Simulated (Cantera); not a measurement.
A closed system holds: 1 mol Zr, 0.24 mol NH3, 12 mol N2, equilibrated at 37.0 Pa.

Method: chemical equilibrium by Gibbs-energy minimisation in Cantera with the NASA 1993 tables (ideal gas, pure condensed phases). Candidate condensed phases: Zr, ZrN; 11 gas species. ZrN: taken at fixed stoichiometry. Equilibrium is a limit: real reactors are often held back by kinetics, nucleation or transport.

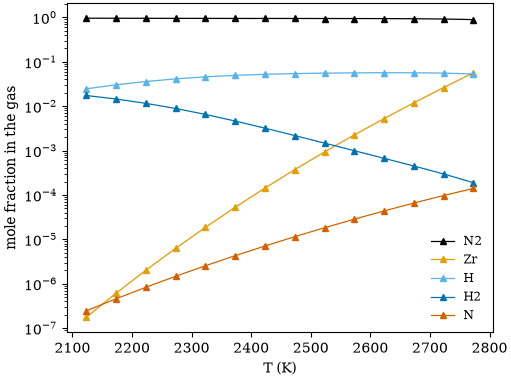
Figure: Equilibrium gas composition (values under 1e-9 drawn at 1e-9)

From 2123 K to 2773 K the condensed part is ZrN(s). The main Zr-bearing gas is Zr throughout.
